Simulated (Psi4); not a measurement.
**C2H7AlO (SMILES C[CH2][AlH][OH]) at CAM-B3LYP/6-31G(d) (spherical functions)**

What is the energy change on altering one bond length of C2H7AlO at CAM-B3LYP/6-31G* (spherical functions)? 

The calculation is run with Psi4 1.11.

2 further runs of the same task are left out: 2 set aside as unsound or not needed. Runs told in other sessions of the task aren't counted.

**1. The molecule**

C2H7AlO: 11 atoms, total charge 0, spin state singlet. SMILES: `C[CH2][AlH][OH]`. The coordinates come from a PBE0-D4/def2-TZVP relaxation. This is one conformer, not always the lowest.

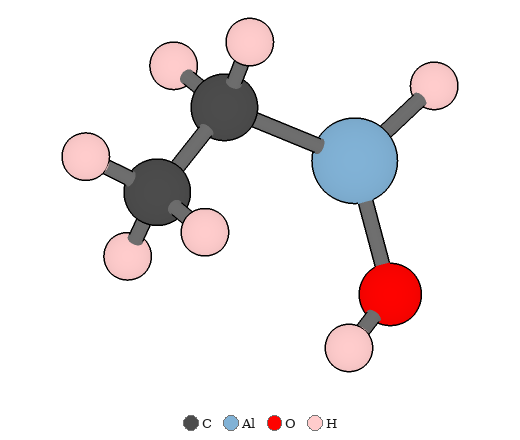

The structure, seen from a chosen angle (carbon dark grey, aluminium light blue, oxygen red, hydrogen pink).

**2. Energy and forces at CAM-B3LYP/6-31G(d) (spherical functions)**

The input, calc.py:

```python
import psi4

psi4.set_memory(2200000000)
psi4.set_num_threads(1)
psi4.set_output_file('run.log', False)

geom = psi4.geometry("""
0 1
C     -2.10061956     1.56733885     0.20106686
C      0.33240283     0.73321374     1.51556035
Al     2.37066142    -1.79127139    -0.26040426
O      1.44110514    -2.97972015    -3.09782804
H     -3.38449949    -0.02248774    -0.11092692
H     -3.14185865     2.97631865     1.29937568
H     -1.72078461     2.40618827    -1.64954193
H     -0.09316350    -0.01889726     3.40282983
H      1.54730775     2.37500779     1.88575770
H      4.95542882    -2.87748597     0.77932305
H     -0.08277000    -2.47573020    -3.92647294
units au
symmetry c1
""")

psi4.set_options({
    'puream': True,
    'e_convergence': 1e-09,
    'd_convergence': 1e-08,
    'scf_type': 'pk',
    'dft_radial_points': 99,
    'dft_spherical_points': 590,
})

e_tot, wfn = psi4.gradient("cam-b3lyp/6-31G*", molecule=geom, return_wfn=True)
print('gradient / Eh bohr^-1')
print(e_tot.np.round(6))
print(f'energy = {wfn.energy():.10f} Eh')
```

Started as:

```bash
$ python calc.py
```

run.log, cut to the lines that bear on the results:

```text
[...]
  Running in c1 symmetry.
[...]
  Nuclear repulsion =  154.697806253555740
[...]
  Multiplicity = 1
[...]
  Nalpha       = 20
  Nbeta        = 20
[...]
    Number of basis functions: 74
[...]
   @RKS iter   1:  -397.66673034375287   -6.50024e-01   1.19674e-02 DIIS/ADIIS
[...]
   @RKS iter  11:  -398.02362139643060   -1.25056e-11   7.78437e-09 DIIS
[...]
    Orbital Energies [Eh]
    ---------------------
    Doubly Occupied:
       1A    -56.091472     2A    -19.191196     3A    -10.244148
       4A    -10.227301     5A     -4.192347     6A     -2.749292
       7A     -2.743148     8A     -2.741034     9A     -1.041464
      10A     -0.827140    11A     -0.683480    12A     -0.562026
      13A     -0.504173    14A     -0.489190    15A     -0.436942
      16A     -0.411680    17A     -0.407404    18A     -0.387528
      19A     -0.377339    20A     -0.319405
[...]
  @RKS Final Energy:  -398.02362139643060
   => Energetics <=
    Nuclear Repulsion Energy =            154.6978062535557399
    One-Electron Energy =                -855.5350038330379903
    Two-Electron Energy =                 332.9253955762719670
    DFT Exchange-Correlation Energy =     -30.1118193932203440
    Empirical Dispersion Energy =           0.0000000000000000
    VV10 Nonlocal Energy =                  0.0000000000000000
    Total Energy =                       -398.0236213964305989
[...]
 Multipole Moments:
 ------------------------------------------------------------------------------------
     Multipole            Electronic (a.u.)      Nuclear  (a.u.)        Total (a.u.)
 ------------------------------------------------------------------------------------
 L = 1.  Multiply by 2.5417464519 to convert [e a0] to [Debye]
 Dipole X            :          4.0817485           -4.6868172           -0.6050686
 Dipole Y            :         -4.2213598            4.7045078            0.4831480
 Dipole Z            :         -2.2209331            2.3355370            0.1146038
 Magnitude           :                                                    0.7827350
[...]
  -Total Gradient:
     Atom            X                  Y                   Z
    ------   -----------------  -----------------  -----------------
       1        0.001639300591    -0.000585441129     0.000738042518
       2       -0.002768451469     0.000881179190    -0.001584828677
       3       -0.001633900127    -0.001241726349    -0.003512600909
       4       -0.005242968572     0.004409829513     0.001290064560
       5        0.000981326156     0.000954824585     0.000042187196
       6        0.000680622837    -0.000881110125    -0.000655019966
       7       -0.000205950128    -0.000770098451     0.001153542709
       8        0.000653508110     0.000218610736    -0.000683112685
       9       -0.000167144155    -0.000912093244     0.000080616980
      10        0.000041057085     0.000126176507     0.000181385677
      11        0.006032424427    -0.002195482276     0.002966717498
[...]
```

The script printed:

```text
gradient / Eh bohr^-1
[[ 1.639e-03 -5.850e-04  7.380e-04]
 [-2.768e-03  8.810e-04 -1.585e-03]
 [-1.634e-03 -1.242e-03 -3.513e-03]
 [-5.243e-03  4.410e-03  1.290e-03]
 [ 9.810e-04  9.550e-04  4.200e-05]
 [ 6.810e-04 -8.810e-04 -6.550e-04]
 [-2.060e-04 -7.700e-04  1.154e-03]
 [ 6.540e-04  2.190e-04 -6.830e-04]
 [-1.670e-04 -9.120e-04  8.100e-05]
 [ 4.100e-05  1.260e-04  1.810e-04]
 [ 6.032e-03 -2.195e-03  2.967e-03]]
energy = -398.0236213964 Eh
```

Run time: 32 s. Hardware: 1 thread of AMD EPYC 7R43 (Zen 3), shared host; peak memory 1.4 GiB.

**3. The distorted shape, same level**

The input, job.inp:

```
memory 2.2 GB

molecule {
  0 1
  C     -1.497879     0.961830    -0.102296
  C      0.175900     0.388000     0.802000
  Al     1.254500    -0.947900    -0.137800
  O      0.762600    -1.576800    -1.639300
  H     -2.177279     0.120530    -0.267396
  H     -2.048879     1.707430     0.478904
  H     -1.296879     1.405730    -1.081596
  H     -0.049300    -0.010000     1.800700
  H      0.818800     1.256800     0.997900
  H      2.622300    -1.522700     0.412400
  H     -0.043800    -1.310100    -2.077800
  symmetry c1
}

set {
  basis                6-31G*
  puream               true
  e_convergence        1e-09
  d_convergence        1e-08
  scf_type             pk
  dft_radial_points    99
  dft_spherical_points 590
}

e_tot, wfn = gradient('cam-b3lyp', return_wfn=True)
oeprop(wfn, 'WIBERG_LOWDIN_INDICES', 'QUADRUPOLE', 'DIPOLE')
```

Started as:

```bash
$ psi4 -n 1 job.inp job.out
```

job.out, cut to the lines that bear on the results:

```text
[...]
  Running in c1 symmetry.
[...]
  Nuclear repulsion =  147.506337387437128
[...]
  Multiplicity = 1
[...]
  Nalpha       = 20
  Nbeta        = 20
[...]
    Number of basis functions: 74
[...]
   @RKS iter   1:  -397.66006656465805   -1.06016e+00   1.12259e-02 DIIS/ADIIS
[...]
   @RKS iter  11:  -397.96916073020395   -1.49498e-11   8.25322e-09 DIIS
[...]
    Orbital Energies [Eh]
    ---------------------
    Doubly Occupied:
       1A    -56.093771     2A    -19.188184     3A    -10.268346
       4A    -10.252850     5A     -4.194122     6A     -2.751118
       7A     -2.745008     8A     -2.742775     9A     -1.038423
      10A     -0.772957    11A     -0.710340    12A     -0.559631
      13A     -0.475515    14A     -0.466203    15A     -0.436464
      16A     -0.423897    17A     -0.396343    18A     -0.374626
      19A     -0.368855    20A     -0.324699
[...]
  @RKS Final Energy:  -397.96916073020395
   => Energetics <=
    Nuclear Repulsion Energy =            147.5063373874371280
    One-Electron Energy =                -841.1972629910055730
    Two-Electron Energy =                 325.7309900855788101
    DFT Exchange-Correlation Energy =     -30.0092252122143393
    Empirical Dispersion Energy =           0.0000000000000000
    VV10 Nonlocal Energy =                  0.0000000000000000
    Total Energy =                       -397.9691607302039529
[...]
  -Total Gradient:
     Atom            X                  Y                   Z
    ------   -----------------  -----------------  -----------------
       1       -0.048085636520     0.015718977718    -0.027291659319
       2        0.050121326475    -0.015301812303     0.030062420173
       3        0.006601713677    -0.003691780840     0.001504967785
       4       -0.006962294051     0.005683504611     0.001431205750
       5       -0.007821253146     0.005409302239    -0.005133462779
       6       -0.008722829647     0.001832694404    -0.006540075756
       7       -0.010259061969     0.001864862514    -0.002864230397
       8        0.010418125940    -0.002770247021     0.002675423604
       9        0.008445620646    -0.005584514629     0.004504906838
      10        0.000339304771    -0.000495792367    -0.000476072412
      11        0.005928240007    -0.002656259583     0.002142767838
[...]
```

It took 30 s on 1 thread of AMD EPYC 7R43 (Zen 3), shared host; peak memory 1.4 GiB.

**4. Results**

At CAM-B3LYP/6-31G* (spherical functions):

| quantity | value |
| --- | --- |
| first shape: total energy | -398.02362 Eh |
| first shape: dipole moment | 1.99 D |
| first shape: HOMO energy | -8.69 eV |
| first shape: LUMO energy | 0.65 eV |
| first shape: HOMO–LUMO gap | 9.35 eV |
| first shape: largest force on an atom | 0.364 eV/Å |
| distorted shape: total energy | -397.96916 Eh |
| distorted shape: dipole moment | 2.00 D |
| distorted shape: HOMO energy | -8.84 eV |
| distorted shape: LUMO energy | 0.70 eV |
| distorted shape: HOMO–LUMO gap | 9.53 eV |
| distorted shape: largest force on an atom | 3.107 eV/Å |
| energy change with the C1–C2 bond stretched from 1.529 to 1.987 Å | 1.482 eV |

**Reading.** With the C1–C2 bond stretched from 1.529 to 1.987 Å the energy rises by 1.48 eV (34 kcal/mol). The first shape isn't relaxed at this level, so the change isn't measured from a minimum. The largest force (first shape) is 0.36 eV/Å: the shape isn't a stationary point for this species at this level.
